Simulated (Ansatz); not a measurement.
# Does disorder add resistance in series? Cu(111) layers displaced at 300 K

Two lengths of the disordered region are known. What area resistance does the third give?

How it was computed: Ansatz 0.2.0, plane waves with PAW datasets at their recommended cutoffs (420 eV for most), Fermi-Dirac smearing; ballistic transmission by layer matching. The area resistance is RA = A (h/2e²)(1/T − 1/N), with T the zone-mean transmission per spin and N the lead's channels, both averaged over a few energies near the Fermi level; for magnets each spin is taken apart, with h/e², and the two conduct in parallel. Lateral cell 2x2, PBE, a fresh random draw for each length. Atoms are displaced independently, by 0.0778 Å r.m.s. per direction; each RA is scaled by the nominal over the drawn mean square displacement.

Results; the value marked ? is to be predicted:

| length (Å) | channels N | RA (fΩ m²) |
| --- | --- | --- |
| 8.35 | 3.210 | 0.0282 |
| 16.7 | 3.210 | 0.0552 |
| 25.0 | 3.210 | ? |

Worked fit:

Ohm's law makes RA linear in the length: the slope is (0.0552 − 0.0282)/(16.7 − 8.35) = 3.24×10⁻³ fΩ m² per Å, or 3.2 µΩ cm. Then 0.0552 + 3.24×10⁻³ × 8.35. Predicted: 0.0823 fΩ m².

What the run gave:

0.0925 fΩ m², so the prediction is 11 % too low. The three lengths together give 3.9 µΩ cm. The two increments are 0.027 and 0.037 fΩ m²; with one draw for each length, their difference can't be told from scatter.

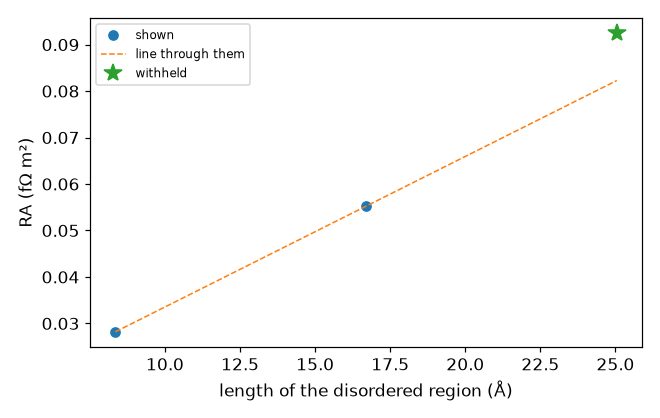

Area resistance against length.

Caveats: The scatterers repeat sideways with the small cell. The slope is a raw one; a model of isotropic scattering puts it 1.19 times the bulk value over these lengths.
